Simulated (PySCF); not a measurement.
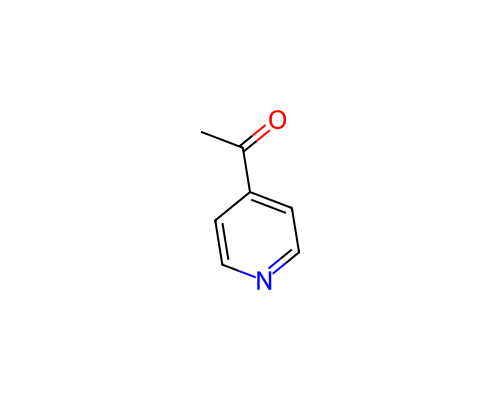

A structural formula.

**Transcribe the drawing into SMILES.**

CC(=O)c1ccncc1

**Give the formula, hydrogens included.**

C7H7NO.

More results for the same structure follow; atom numbers are the same in all pictures, views and colours differ. The geometry was computed by an optimisation with PBE0-D3(BJ)/def2-SVP. No frequency run is at hand to confirm it as a minimum.

### Shape

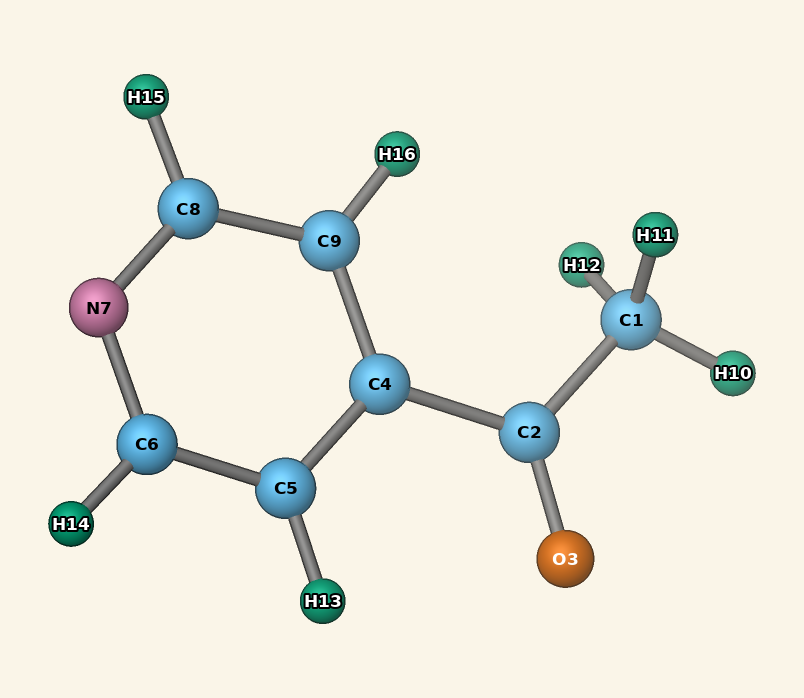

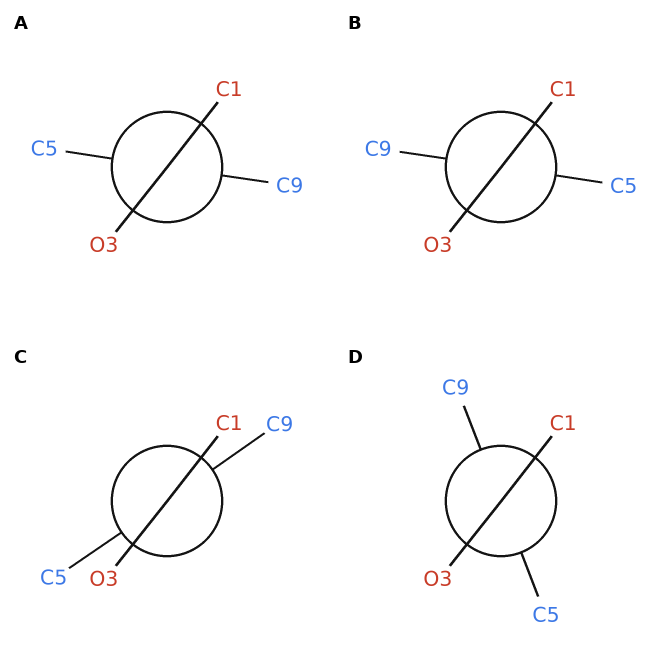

Atoms fade into the background with distance from the viewer. Bonds that would overlap in a projection are set slightly apart. No frequency run is at hand to confirm it as a minimum.

**Which Newman projection shows the view along C2–C4, with C2 in front?**

C. The torsion angle O3–C2–C4–C5 is 0°, synperiplanar (eclipsed).

### Quadrupole coupling

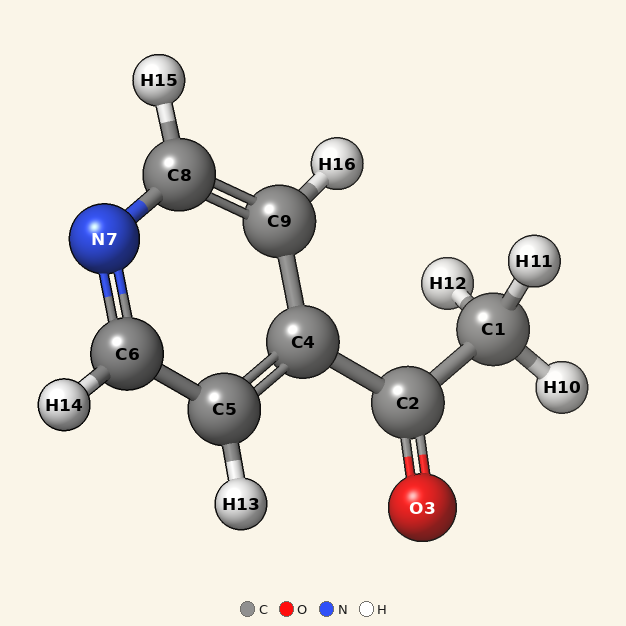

No frequency run is at hand to confirm it as a minimum. Electric field gradients from the ground-state density, PBE0/pcSseg-1 in acetone (IEF-PCM) (PySCF 2.14.0), non-relativistic apart from any core potentials.

Give the largest field-gradient component, the quadrupole coupling constant and the asymmetry for 17O at O3 (Q = −25.6 mb), 14N at N7 (Q = 20.44 mb).

```csv
atom,V_zz (a.u.),e²qQ/h (MHz),η
O3,−1.958,11.78,0.41
N7,−1.131,−5.43,0.41
```

### Electronic properties

No frequency run is at hand to confirm it as a minimum. Level of theory: PBE0/def2-SVPD, gas phase (PySCF 2.14.0). Excitations: vertical, linear response.

Computed properties:

- dipole moment: 2.53 D
- HOMO energy (Kohn–Sham orbital): −7.63 eV
- LUMO energy (Kohn–Sham orbital): −2.25 eV
- HOMO–LUMO gap: 5.38 eV
- mean static polarisability: 89.4 bohr³
- lowest vertical singlet excitation: 3.67 eV
- its oscillator strength: 0.000
- brightest of the 6 lowest singlets: 5.71 eV
- its oscillator strength: 0.17

### Ring current

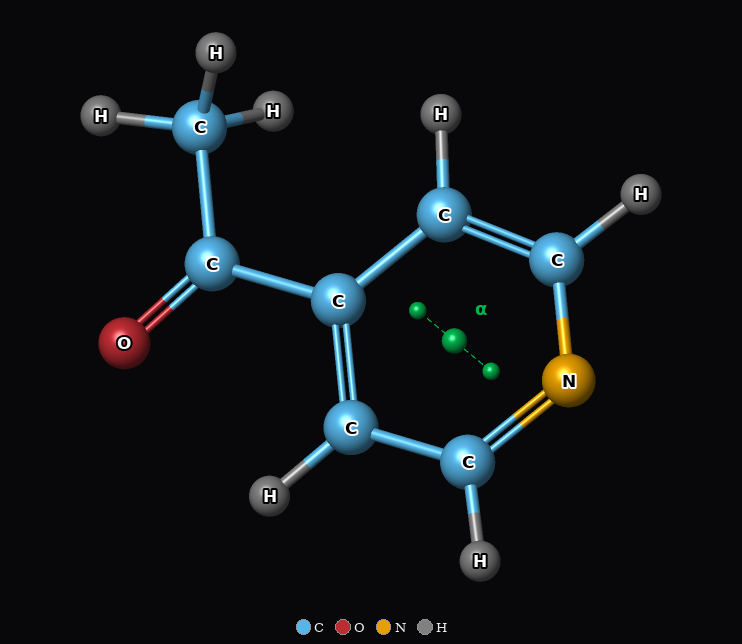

The small points mark where nucleus-independent chemical shifts (NICS) were computed: at the centre of each lettered ring and 1 Å above and below it. No frequency run is at hand to confirm it as a minimum. Level of theory: GIAO PBE0/pcSseg-1 NMR shielding, non-relativistic, IEF-PCM water (PySCF 2.14.0).

Give NICS(0), NICS(1) and the out-of-plane component NICS(1)zz for each ring (means of the two sides).

| ring | members | NICS(0) | NICS(1) | NICS(1)zz |
| --- | --- | --- | --- | --- |
| α | C5N | −7.4 | −11.4 | −28.0 |

Values in ppm.

**What do the values say about the ring currents?**

Ring α: diatropic, as in an aromatic ring. NICS is one index among several.
